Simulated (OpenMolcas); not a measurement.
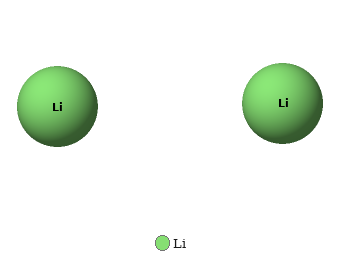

*The molecule at the reference distance of 3.092 Å.*

## Relativistic diatomic calculation for Li₂⁻ (part 1 of 2)

System: Li₂⁻.
Method: SA-CASSCF(3,8)/XMS-CASPT2 + RASSI spin-orbit (X2C scalar, AMFI), ANO-RCC-VTZP (OpenMolcas).

Log (extracts):
```
++    Wave function specifications:
      Number of closed shell electrons           4
      Number of electrons in active shells       3
      Number of inactive orbitals                2
      Number of active orbitals                  8
      Number of secondary orbitals              50
      Spin quantum number                      0.5
      State symmetry                             1
++    Orbital specifications:
      Symmetry species                           1   2
                                                 a   b
      Frozen orbitals                            0   0
      Inactive orbitals                          2   0
      Active orbitals                            4   4
      RAS2 orbitals                              4   4
      Secondary orbitals                        26  24
      Number of basis functions                 32  28
      printout of CI-coefficients larger than  0.15 for root  1
      energy=     -14.908190
      conf/sym  1111 2222     Coeff  Weight
             5  02u0 0000  -0.88950 0.79122
            13  0udu 0000   0.31450 0.09891
            20  00u2 0000  -0.15448 0.02386
      printout of CI-coefficients larger than  0.15 for root  2
      energy=     -14.881757
      conf/sym  1111 2222     Coeff  Weight
             8  0u20 0000   0.66880 0.44729
            11  020u 0000  -0.57266 0.32794
            13  0udu 0000  -0.20071 0.04028
            14  002u 0000   0.15028 0.02258
            19  0u02 0000  -0.27664 0.07653
      printout of CI-coefficients larger than  0.15 for root  3
      energy=     -14.826335
      conf/sym  1111 2222     Coeff  Weight
             8  0u20 0000  -0.51988 0.27028
            10  ud0u 0000   0.15233 0.02320
            11  020u 0000  -0.72111 0.52000
            19  0u02 0000   0.24070 0.05794
      printout of CI-coefficients larger than  0.15 for root  4
      energy=     -14.811498
      conf/sym  1111 2222     Coeff  Weight
             2  u200 0000   0.25715 0.06613
             4  udu0 0000  -0.17954 0.03223
             6  uud0 0000   0.22903 0.05246
             8  0u20 0000   0.18797 0.03533
            13  0udu 0000   0.50253 0.25254
            19  0u02 0000   0.24032 0.05775
            40  0u00 0200  -0.40633 0.16511
            52  0u00 0002  -0.40633 0.16511
      printout of CI-coefficients larger than  0.15 for root  5
      energy=     -14.806811
      conf/sym  1111 2222     Coeff  Weight
            40  0u00 0200   0.18664 0.03483
            43  0u00 u0d0  -0.20570 0.04231
            47  0u00 0d0u  -0.44556 0.19853
            50  0u00 0u0d  -0.77174 0.59558
            52  0u00 0002  -0.18664 0.03483
      printout of CI-coefficients larger than  0.15 for root  6
      energy=     -14.806811
      conf/sym  1111 2222     Coeff  Weight
            37  0u00 2000  -0.16796 0.02821
            40  0u00 0200  -0.63012 0.39705
            45  0u00 0020   0.16796 0.02821
            50  0u00 0u0d  -0.22859 0.05225
            52  0u00 0002   0.63012 0.39705
      printout of CI-coefficients larger than  0.15 for root  7
      energy=     -14.805259
      conf/sym  1111 2222     Coeff  Weight
            38  0u00 du00   0.47765 0.22815
            39  0u00 ud00   0.37441 0.14018
            48  0u00 00du   0.47765 0.22815
            51  0u00 00ud   0.37441 0.14018
            63  00u0 0d0u   0.38462 0.14793
            66  00u0 0u0d  -0.22206 0.04931
      Natural orbitals and occupation numbers for root  1
      sym 1:   0.005746   1.749153   0.969722   0.133095
      sym 2:   0.016943   0.054198   0.016943   0.054198
      Natural orbitals and occupation numbers for root  2
      sym 1:   0.006217   1.296642   1.034961   0.566367
      sym 2:   0.011126   0.036781   0.011126   0.036781
      Natural orbitals and occupation numbers for root  3
      sym 1:   0.045644   1.538759   0.541873   0.722736
      sym 2:   0.023270   0.052224   0.023270   0.052224
      Natural orbitals and occupation numbers for root  4
      sym 1:   0.174257   1.041183   0.638567   0.315743
      sym 2:   0.024379   0.390746   0.024379   0.390746
      Natural orbitals and occupation numbers for root  5
      sym 1:   0.000011   0.955101   0.043189   0.001700
      sym 2:   0.105308   0.894692   0.105308   0.894692
      Natural orbitals and occupation numbers for root  6
      sym 1:   0.000011   0.955101   0.043189   0.001700
      sym 2:   0.105308   0.894692   0.105308   0.894692
      Natural orbitals and occupation numbers for root  7
      sym 1:   0.000000   0.783413   0.212211   0.004375
      sym 2:   0.387487   0.612513   0.387487   0.612513
      RASSCF energy for state  7                    -14.80525887
::    RASSCF root number  1 Total energy:    -14.90818971
::    RASSCF root number  2 Total energy:    -14.88175672
::    RASSCF root number  3 Total energy:    -14.82633460
::    RASSCF root number  4 Total energy:    -14.81149830
::    RASSCF root number  5 Total energy:    -14.80681128
::    RASSCF root number  6 Total energy:    -14.80681128
::    RASSCF root number  7 Total energy:    -14.80525887
      Von Neumann Entropy (Root   1) =  1.35864
++    Wave function specifications:
      Number of closed shell electrons           0
      Number of electrons in active shells       3
      Number of inactive orbitals                0
      Number of active orbitals                  8
      Number of secondary orbitals              50
      Spin quantum number                      0.5
      State symmetry                             1
      Number of CSFs                            84
      Number of CASSCF root(s) available         7
      CASPT2 state passed to geometry opt.       7
      A file JOBMIX will be created
      This is a MULTI-STATE CASSCF reference
      Number of CI roots used                    7
      These are:                                 1   2   3   4   5   6   7
      Off-diagonal elements of Heff are computed
  FINAL CASPT2 RESULT:
      Reference energy:         -14.9081897114
      E2 (Non-variational):      -0.0073821252
      Shift correction:          -0.0011637340
      E2 (Variational):          -0.0085458593
      Total energy:             -14.9167355706
      Reference weight:           0.98781
  FINAL CASPT2 RESULT:
      Reference energy:         -14.8817567242
      E2 (Non-variational):      -0.0128173768
      Shift correction:          -0.0023557154
      E2 (Variational):          -0.0151730922
      Total energy:             -14.8969298163
      Reference weight:           0.97853
  FINAL CASPT2 RESULT:
      Reference energy:         -14.8263345976
      E2 (Non-variational):      -0.0099332897
      Shift correction:          -0.0023729690
      E2 (Variational):          -0.0123062587
      Total energy:             -14.8386408563
      Reference weight:           0.98201
  FINAL CASPT2 RESULT:
      Reference energy:         -14.8114982964
      E2 (Non-variational):      -0.0086021052
      Shift correction:          -0.0018593916
      E2 (Variational):          -0.0104614968
      Total energy:             -14.8219597932
      Reference weight:           0.98455
  FINAL CASPT2 RESULT:
      Reference energy:         -14.8068112823
      E2 (Non-variational):      -0.0144173501
      Shift correction:          -0.0036369935
      E2 (Variational):          -0.0180543436
      Total energy:             -14.8248656259
      Reference weight:           0.97419
  FINAL CASPT2 RESULT:
      Reference energy:         -14.8068112823
      E2 (Non-variational):      -0.0144079733
      Shift correction:          -0.0036218214
      E2 (Variational):          -0.0180297947
      Total energy:             -14.8248410770
      Reference weight:           0.97423
  FINAL CASPT2 RESULT:
      Reference energy:         -14.8052588703
      E2 (Non-variational):      -0.0068191983
      Shift correction:          -0.0015693185
      E2 (Variational):          -0.0083885168
      Total energy:             -14.8136473871
      Reference weight:           0.98756
       Total XMS-CASPT2 energies:
::    XMS-CASPT2 Root  1     Total energy:    -14.91637584
::    XMS-CASPT2 Root  2     Total energy:    -14.89063185
::    XMS-CASPT2 Root  3     Total energy:    -14.84461563
::    XMS-CASPT2 Root  4     Total energy:    -14.82486563
::    XMS-CASPT2 Root  5     Total energy:    -14.82484108
::    XMS-CASPT2 Root  6     Total energy:    -14.82264271
::    XMS-CASPT2 Root  7     Total energy:    -14.81364739
++    Wave function specifications:
      Number of closed shell electrons           4
      Number of electrons in active shells       3
      Number of inactive orbitals                2
      Number of active orbitals                  8
      Number of secondary orbitals              50
      Spin quantum number                      1.5
      State symmetry                             2
      printout of CI-coefficients larger than  0.15 for root  1
      energy=     -14.865265
      conf/sym  1111 2222     Coeff  Weight
            10  0uu0 0u00   0.63456 0.40266
            12  0uu0 000u   0.72760 0.52941
            17  0u0u u000  -0.17149 0.02941
      printout of CI-coefficients larger than  0.15 for root  2
      energy=     -14.865265
      conf/sym  1111 2222     Coeff  Weight
            10  0uu0 0u00   0.72760 0.52941
            12  0uu0 000u  -0.63456 0.40266
            19  0u0u 00u0   0.17149 0.02941
      printout of CI-coefficients larger than  0.15 for root  3
      energy=     -14.835321
      conf/sym  1111 2222     Coeff  Weight
            11  0uu0 00u0   0.56827 0.32293
            18  0u0u 0u00   0.80199 0.64319
      printout of CI-coefficients larger than  0.15 for root  4
      energy=     -14.835321
      conf/sym  1111 2222     Coeff  Weight
             9  0uu0 u000   0.56827 0.32293
            20  0u0u 000u  -0.80199 0.64319
      printout of CI-coefficients larger than  0.15 for root  5
      energy=     -14.793904
      conf/sym  1111 2222     Coeff  Weight
            11  0uu0 00u0  -0.79519 0.63232
            18  0u0u 0u00   0.54429 0.29625
      printout of CI-coefficients larger than  0.15 for root  6
      energy=     -14.793904
      conf/sym  1111 2222     Coeff  Weight
             9  0uu0 u000   0.79519 0.63232
            20  0u0u 000u   0.54429 0.29625
      printout of CI-coefficients larger than  0.15 for root  7
      energy=     -14.763733
      conf/sym  1111 2222     Coeff  Weight
             2  uu00 0u00  -0.21689 0.04704
            19  0u0u 00u0   0.73614 0.54190
            22  00uu 0u00   0.59215 0.35064
      printout of CI-coefficients larger than  0.15 for root  8
      energy=     -14.763733
      conf/sym  1111 2222     Coeff  Weight
             4  uu00 000u   0.21689 0.04704
            17  0u0u u000   0.73614 0.54190
            24  00uu 000u  -0.59215 0.35064
      Natural orbitals and occupation numbers for root  1
      sym 1:   0.003312   0.993182   0.947125   0.049370
      sym 2:   0.046244   0.003506   0.003506   0.953756
      Natural orbitals and occupation numbers for root  2
      sym 1:   0.003312   0.993182   0.947125   0.049370
      sym 2:   0.003506   0.953756   0.046244   0.003506
      Natural orbitals and occupation numbers for root  3
      sym 1:   0.004756   0.994280   0.346792   0.652244
      sym 2:   0.000964   0.656232   0.343768   0.000964
      Natural orbitals and occupation numbers for root  4
      sym 1:   0.004756   0.994280   0.346792   0.652244
      sym 2:   0.343768   0.000964   0.000964   0.656232
      Natural orbitals and occupation numbers for root  5
      sym 1:   0.004197   0.992387   0.689372   0.307212
      sym 2:   0.003416   0.307842   0.692158   0.003416
      Natural orbitals and occupation numbers for root  6
      sym 1:   0.004197   0.992387   0.689372   0.307212
      sym 2:   0.692158   0.003416   0.003416   0.307842
      Natural orbitals and occupation numbers for root  7
      sym 1:   0.046172   0.611311   0.388093   0.953233
      sym 2:   0.000595   0.428235   0.571765   0.000595
      Natural orbitals and occupation numbers for root  8
      sym 1:   0.046172   0.611311   0.388093   0.953233
      sym 2:   0.571765   0.000595   0.000595   0.428235
      RASSCF energy for state  8                    -14.76373332
::    RASSCF root number  1 Total energy:    -14.86526476
::    RASSCF root number  2 Total energy:    -14.86526476
::    RASSCF root number  3 Total energy:    -14.83532116
::    RASSCF root number  4 Total energy:    -14.83532116
::    RASSCF root number  5 Total energy:    -14.79390424
::    RASSCF root number  6 Total energy:    -14.79390424
::    RASSCF root number  7 Total energy:    -14.76373332
::    RASSCF root number  8 Total energy:    -14.76373332
      Von Neumann Entropy (Root   1) =  1.82650
++    Wave function specifications:
      Number of closed shell electrons           0
      Number of electrons in active shells       3
      Number of inactive orbitals                0
      Number of active orbitals                  8
      Number of secondary orbitals              50
      Spin quantum number                      1.5
      State symmetry                             2
      Number of CSFs                            28
      Number of CASSCF root(s) available         8
      CASPT2 state passed to geometry opt.       8
      A file JOBMIX will be created
      This is a MULTI-STATE CASSCF reference
      Number of CI roots used                    8
      These are:                                 1   2   3   4   5   6   7   8
      Off-diagonal elements of Heff are computed
  FINAL CASPT2 RESULT:
      Reference energy:         -14.8652647633
      E2 (Non-variational):      -0.0067784553
      Shift correction:          -0.0019022275
      E2 (Variational):          -0.0086806828
      Total energy:             -14.8739454460
      Reference weight:           0.98634
  FINAL CASPT2 RESULT:
      Reference energy:         -14.8652647631
      E2 (Non-variational):      -0.0067784534
      Shift correction:          -0.0019022250
      E2 (Variational):          -0.0086806784
      Total energy:             -14.8739454415
      Reference weight:           0.98634
  FINAL CASPT2 RESULT:
      Reference energy:         -14.8353211616
      E2 (Non-variational):      -0.0060484552
      Shift correction:          -0.0013473091
      E2 (Variational):          -0.0073957643
      Total energy:             -14.8427169258
      Reference weight:           0.98884
  FINAL CASPT2 RESULT:
      Reference energy:         -14.8353211613
      E2 (Non-variational):      -0.0060484563
      Shift correction:          -0.0013473094
      E2 (Variational):          -0.0073957657
      Total energy:             -14.8427169269
      Reference weight:           0.98884
  FINAL CASPT2 RESULT:
      Reference energy:         -14.7939042407
      E2 (Non-variational):      -0.0102985009
      Shift correction:          -0.0031170757
      E2 (Variational):          -0.0134155766
      Total energy:             -14.8073198173
      Reference weight:           0.97939
  FINAL CASPT2 RESULT:
      Reference energy:         -14.7939042394
      E2 (Non-variational):      -0.0102984993
      Shift correction:          -0.0031170734
      E2 (Variational):          -0.0134155727
      Total energy:             -14.8073198121
      Reference weight:           0.97939
  FINAL CASPT2 RESULT:
      Reference energy:         -14.7637333267
      E2 (Non-variational):      -0.0087805143
      Shift correction:          -0.0024542037
      E2 (Variational):          -0.0112347180
      Total energy:             -14.7749680446
      Reference weight:           0.98298
  FINAL CASPT2 RESULT:
      Reference energy:         -14.7637333251
      E2 (Non-variational):      -0.0087805147
      Shift correction:          -0.0024542034
      E2 (Variational):          -0.0112347181
      Total energy:             -14.7749680431
      Reference weight:           0.SPIN-FREE ENERGIES:
  (Shifted by EMIN (a.u.) =        -14.9163758436)
 SF State       Relative EMIN(au)   Rel lowest level(eV)    D:o, cm**(-1)      Abs_M
     1             0.0000000000        0.0000000000              0.0000         0.0
     2             0.0257439917        0.7005297013           5650.1531         0.0
     8             0.0426736462        1.1612090699           9365.7828         1.0
     9             0.0426736507        1.1612091911           9365.7838         1.0
    16             0.0459561920        1.2505316914          10086.2183         0.0
    17             0.0675120333        1.8370960136          14817.1786         0.0
     3             0.0717602121        1.9526948491          15749.5461         0.0
    10             0.0737657505        2.0072683295          16189.7109         1.0
    11             0.0737657511        2.0072683448          16189.7110         1.0
     4             0.0915102174        2.4901198711          20084.1712         2.0
     5             0.0915347669        2.4907878979          20089.5592         2.0
     6             0.0937331341        2.5506085165          20572.0451         0.0
     7             0.1027284565        2.7953837096          22546.2901         0.0
    18             0.1071374269        2.9153579056          23513.9473         2.0
    19             0.1071374269        2.9153579056          23513.9473         2.0
    12             0.1091064149        2.9689367985          23946.0902         1.0
    13             0.1091064195        2.9689369221          23946.0912         1.0
    20             0.1101719112        2.9979304286          24179.9396         0.0
    21             0.1372585680        3.7349959101          30124.7736         0.0
    14             0.1410073285        3.8370048781          30947.5314         1.0
    15             0.1410073300        3.8370049193          30947.5318         1.0
    22             0.1446355022        3.9357325146          31743.8235         0.0
```

(Continued in part 2.) Outcome of the run: converged; whether the anion is bound against detachment isn't tested.
